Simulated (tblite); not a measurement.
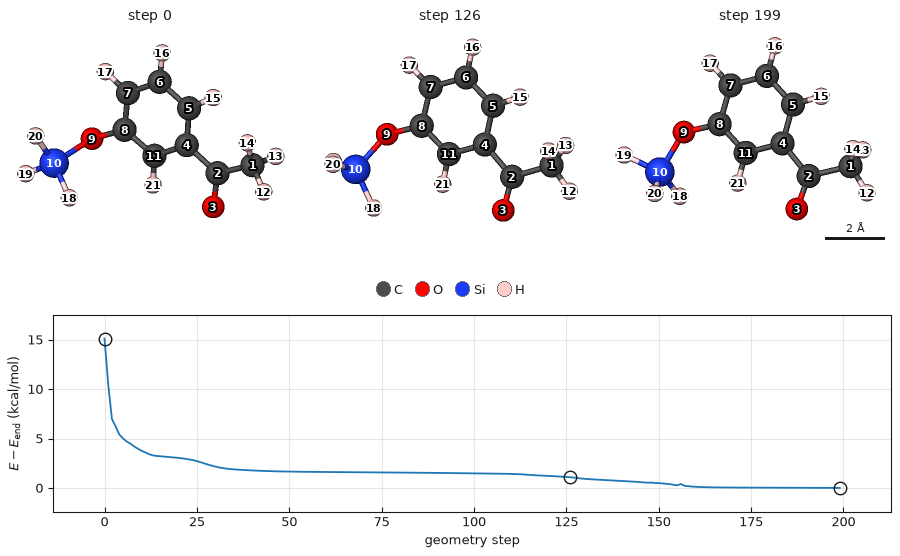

Frames of a relaxation of C8H10O2Si, marked on the history of the run. The picture is a ball-and-stick view, seen at a tilt.

Level of theory: GFN2-xTB geometry optimisation, gas phase in tblite 0.8.0. 

### Describe the path.

Over 199 geometry steps the energy falls by 15.1 kcal/mol. The largest move after the best rigid fit is that of H20, 2.09 Å. By element the largest moves are H 2.09 Å, O 1.11 Å, C 0.64 Å, Si 0.47 Å. Some distances before and after: O9–Si10 1.728 → 1.631 Å, C2–O3 1.277 → 1.210 Å, C1–C2 1.459 → 1.509 Å, C1–H13 1.125 → 1.087 Å. Among the angles between lasting bonds that change: C8–O9–Si10 119.4° → 133.9°, O9–Si10–H19 108.1° → 98.4°, C1–C2–C4 124.4° → 116.9°. Groups turn about C8–O9 by about 80°, C1–C2 by about 40°. The run took 2 s on 1 thread of Arm Neoverse V1, on a shared host. From step 0 to 126: H20 moves most (1.00 Å), energy −14.0 kcal/mol. From step 126 to 199: H atoms move most (1.21 Å), energy −1.08 kcal/mol.

```tsv
step	E − E(0), kcal/mol
0	0.00
1	-4.61
2	-8.11
3	-8.88
4	-9.69
5	-10.09
6	-10.41
7	-10.62
8	-10.90
9	-11.13
10	-11.33
20	-12.06
30	-12.94
40	-13.33
50	-13.45
60	-13.49
70	-13.52
80	-13.55
90	-13.58
100	-13.62
109	-13.67
119	-13.86
129	-14.15
139	-14.37
149	-14.60
159	-14.96
169	-15.06
179	-15.08
189	-15.09
199	-15.10
```
